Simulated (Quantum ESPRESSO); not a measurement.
Cost against accuracy: ecutwfc for LaMg14Sb (Amm2, 16 atoms in the cell)

Cell: a = 10.4886 Å, b = 6.5736 Å, c = 6.5736 Å, α = 58.96°, β = 90.00°, γ = 90.00°.

Method: LDA (PZ), GBRV 1.5 ultrasoft (LDA) pseudopotentials (plane waves; Quantum ESPRESSO).

Base settings: ecutwfc = 40 Ry; ecutrho = 200 Ry; occupations = smearing; smearing = gaussian; degauss = 0.019992 Ry; potentials = {La: la_lda_v1.uspp.F.UPF, Mg: mg_lda_v1.4.uspp.F.UPF, Sb: sb_lda_v1.4.uspp.F.UPF}; K_POINTS = automatic 2 4 4 0 0 0; conv_thr = 1e-10 Ry.

Misses are taken against the tightest run, 40 Ry, which need not be fully converged itself. The energy is the free energy per atom.

The count of work is k-points × plane waves × bands × iterations; it is no time, and leaves out set-up, grids and terms that scale otherwise. Core times come from one kind of shared machine and are given to one figure; runs under 30 s give none.

The starting cell comes from a database of computed structures (which also holds hypothetical and non-ambient phases and stackings), without a prior relaxation at this level.

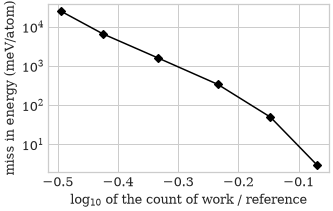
*Miss against the count of work; the reference run is not drawn, and misses under 0.1 meV/atom are drawn there.*

| ecutwfc | energy less reference (meV/atom) | pressure less reference (GPa) | largest difference in the force on any atom (eV/Å) | count of work / reference | core time / reference (rough) |
|---|---|---|---|---|---|
| 16 Ry (ecutrho: 200 Ry → 80 Ry) | 25249.79 | -589.45 | 0.181 | 0.32 | 0.3 |
| 20 Ry (ecutrho: 200 Ry → 100 Ry) | 6638.45 | -198.76 | 0.022 | 0.38 | 0.3 |
| 24 Ry (ecutrho: 200 Ry → 120 Ry) | 1628.91 | -63.18 | 0.014 | 0.46 | 0.3 |
| 28 Ry (ecutrho: 200 Ry → 140 Ry) | 341.16 | -17.90 | 0.002 | 0.58 | 0.7 |
| 32 Ry (ecutrho: 200 Ry → 160 Ry) | 49.77 | -3.88 | 0.001 | 0.71 | 0.8 |
| 36 Ry (ecutrho: 200 Ry → 180 Ry) | 3.03 | -0.45 | 0.000 | 0.85 | 0.9 |
| 40 Ry | 0.00 | 0.00 | 0.000 | 1.0 | 1 |

The last two settings still differ by 3.0 meV/atom, so the table cannot show that the reference is converged.

Coarsest setting among those run that, with all tighter ones, holds the energy within 20 meV/atom of the reference: 36 Ry (ecutrho: 200 Ry → 180 Ry), off by 3.0 meV/atom; its saving against the reference is no more than about a factor of 2 in the count of work.

The step from 16 Ry (ecutrho: 200 Ry → 80 Ry) to 32 Ry (ecutrho: 200 Ry → 160 Ry): it takes the miss in the energy from 25000 to 50 meV/atom, for 2.2 times the count of work and roughly 3 times the time.
